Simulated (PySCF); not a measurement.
Spin–spin coupling calculation, with input and output: C$_{6}$H$_{12}$

C$_{6}$H$_{12}$, computed with B3LYP/pcseg-1 H:pcJ-1 indirect spin-spin coupling, non-relativistic, gas phase (PySCF 2.14.0).

The geometry comes from this level: GFN2-xTB, MD frame at 6225 fs, 600 K.

Figures and captions count atoms from 1; the log counts them from 0 in places.

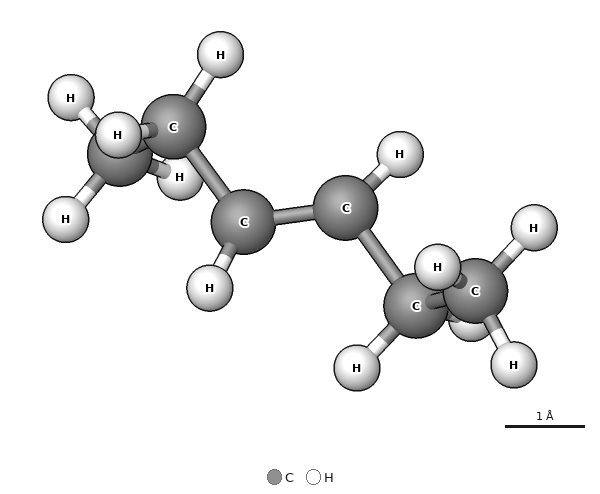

**Figure 1.** The structure (ball-and-stick view, seen at a tilt). Bond lengths as drawn: C–C 1.32 to 1.57 Å and C–H 1.02 to 1.15 Å.

**Results in brief**

```csv
quantity,value
outcome,converged
total energy,−235.777545 hartree
HOMO,−6.88 eV
LUMO,0.11 eV
dipole moment,0.26 D
hardware,"1 CPU thread, shared host"
wall time,24 s
peak memory,1 GiB
```

**The input**
```
{"job": {"kind": "j", "xc": "B3LYP", "basis": {"default": "pcseg-1", "H": "pcJ-1"}, "nuclei": ["H"]}, "charge": 0, "multiplicity": 1}
C      6.297086    -0.875142    -3.565870
C      6.044612     0.571696    -3.741730
C      5.275552     0.623353    -5.052026
C      4.104927     1.230088    -5.088142
C      3.358429     1.354732    -6.460332
C      3.051991     2.808703    -6.805892
H      7.014032    -1.181651    -4.338330
H      6.736566    -1.230077    -2.668864
H      5.317631    -1.477858    -3.652328
H      6.952194     1.032985    -4.028282
H      5.479402     1.072118    -2.952456
H      5.838454     0.656115    -5.959483
H      3.341054     1.371813    -4.416623
H      4.080228     0.886929    -7.127104
H      2.435948     0.775078    -6.412887
H      3.769184     3.532476    -6.757640
H      2.676302     2.879319    -7.834044
H      2.311711     3.219848    -6.103698
```

The first line tells a small driver script what to run in PySCF; the rest is the geometry in Å.

Launched with:
```bash
OMP_NUM_THREADS=1 python <driver script> task.json out
```

**Log**
```
coarse grid: 13960 points
cycle   1  E = -235.6611947625  dE =  4.717e-01  |g| = 4.765e-01  |ddm| = 3.452e+00
cycle   2  E = -235.6435079661  dE =  1.769e-02  |g| = 5.472e-01  |ddm| = 1.053e+00
cycle   3  E = -235.7260680341  dE = -8.256e-02  |g| = 2.680e-02  |ddm| = 5.814e-01
cycle   4  E = -235.7262053219  dE = -1.373e-04  |g| = 1.212e-02  |ddm| = 3.983e-02
cycle   5  E = -235.7262359003  dE = -3.058e-05  |g| = 5.037e-03  |ddm| = 1.587e-02
cycle   6  E = -235.7262423476  dE = -6.447e-06  |g| = 1.021e-03  |ddm| = 6.013e-03
final grid: 131712 points
cycle   7  E = -235.7775332423  dE = -4.740e-05  |g| = 6.550e-03  |ddm| = 2.558e-02
cycle   8  E = -235.7775262069  dE =  7.035e-06  |g| = 8.351e-03  |ddm| = 1.467e-02
cycle   9  E = -235.7775443174  dE = -1.811e-05  |g| = 1.432e-03  |ddm| = 8.532e-03
cycle  10  E = -235.7775448419  dE = -5.245e-07  |g| = 2.560e-04  |ddm| = 1.596e-03
cycle  11  E = -235.7775448583  dE = -1.642e-08  |g| = 6.052e-05  |ddm| = 2.919e-04
cycle  12  E = -235.7775448592  dE = -8.687e-10  |g| = 1.689e-05  |ddm| = 7.453e-05
```

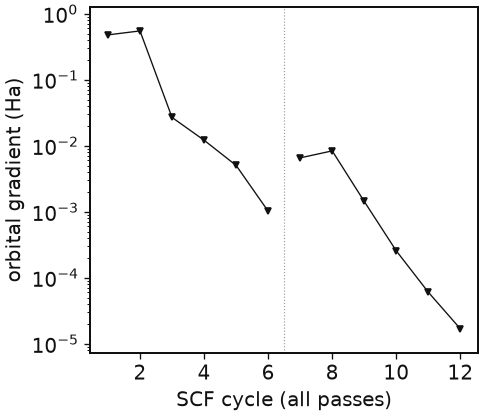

**Figure 2.** Convergence of the self-consistent field: orbital gradient against the SCF cycle. The dotted line marks the change from a coarse to the final integration grid. The first 6 cycles use a coarse grid, the final grid takes over at cycle 7, and the field converges after 12 cycles in all.

```
converged SCF energy = -235.7775448592

Indirect spin-spin couplings (Hz)
  i      j    bonds     total        FC       PSO       DSO        SD
  6 H    7 H    2    -18.364   -18.002     2.013    -2.375         -
  6 H    8 H    2    -11.930   -11.398     1.939    -2.471         -
  6 H    9 H    3      7.062     6.860    -0.092     0.295         -
  6 H   10 H    3     16.510    17.480     1.999    -2.970         -
  6 H   12 H    5     -0.302     0.114     0.853    -1.269         -
  6 H   16 H    7     -0.155     0.002     0.374    -0.531         -
  6 H   17 H    7     -0.193     0.001     0.443    -0.637         -
  7 H    8 H    2    -17.013   -16.679     1.854    -2.188         -
  7 H    9 H    3      1.275     1.759     1.028    -1.512         -
  7 H   10 H    3      4.746     5.046     0.703    -1.003         -
  7 H   11 H    4     -1.130    -0.586     1.229    -1.772         -
  7 H   12 H    5     -1.048    -0.758     0.634    -0.923         -
  7 H   13 H    6     -0.219     0.031     0.574    -0.824         -
  7 H   14 H    6      0.781     1.016     0.512    -0.748         -
  7 H   15 H    7     -0.207    -0.023     0.429    -0.614         -
  7 H   16 H    7     -0.243    -0.030     0.504    -0.718         -
  7 H   17 H    7     -0.201    -0.017     0.424    -0.609         -
  8 H    9 H    3     18.060    19.000     1.949    -2.889         -
  8 H   10 H    3      1.514     1.760     0.653    -0.899         -
  8 H   11 H    4     -0.582    -0.301     0.648    -0.929         -
  8 H   15 H    7     -0.162     0.001     0.378    -0.541         -
  8 H   16 H    7     -0.173    -0.014     0.380    -0.538         -
  9 H   10 H    2     -5.165    -4.391     2.320    -3.093         -
  9 H   11 H    3      5.397     5.110    -0.234     0.520         -
  9 H   12 H    4     -1.480    -0.918     1.051    -1.614         -
  9 H   14 H    5      1.042     1.432     0.809    -1.199         -
  9 H   16 H    6      0.167     0.378     0.472    -0.683         -
  9 H   17 H    6     -0.233    -0.044     0.382    -0.570         -
 10 H   11 H    3      7.560     8.544     1.697    -2.682         -
 10 H   13 H    5     -0.486    -0.131     0.717    -1.072         -
 10 H   16 H    6     -0.226     0.008     0.551    -0.786         -
 11 H   12 H    3     10.175    11.922     1.637    -3.385         -
 11 H   14 H    4     -1.145    -0.695     0.807    -1.257         -
 11 H   16 H    5     -0.476    -0.295     0.389    -0.570         -
 11 H   17 H    5     -0.223     0.123     0.703    -1.049         -
 12 H   13 H    3      3.155     4.230     1.732    -2.808         -
 12 H   14 H    3      4.073     3.845    -0.163     0.392         -
 12 H   15 H    4     -0.439    -0.212     0.568    -0.795         -
 12 H   16 H    4     -1.282    -0.828     1.124    -1.579         -
 13 H   14 H    2     -9.881    -9.348     1.977    -2.510         -
 13 H   15 H    3      1.932     2.289     0.828    -1.186         -
 13 H   16 H    3      4.704     4.863     0.414    -0.573         -
 13 H   17 H    3     17.390    18.310     1.907    -2.827         -
 14 H   15 H    3     15.173    16.183     2.064    -3.074         -
 14 H   16 H    3      3.029     3.251     0.587    -0.809         -
 14 H   17 H    3      6.543     6.596     0.359    -0.411         -
 15 H   16 H    2    -17.862   -17.442     2.255    -2.675         -
 15 H   17 H    2    -20.565   -20.347     1.997    -2.215         -
 16 H   17 H    2    -12.923   -12.337     2.268    -2.854         -
```
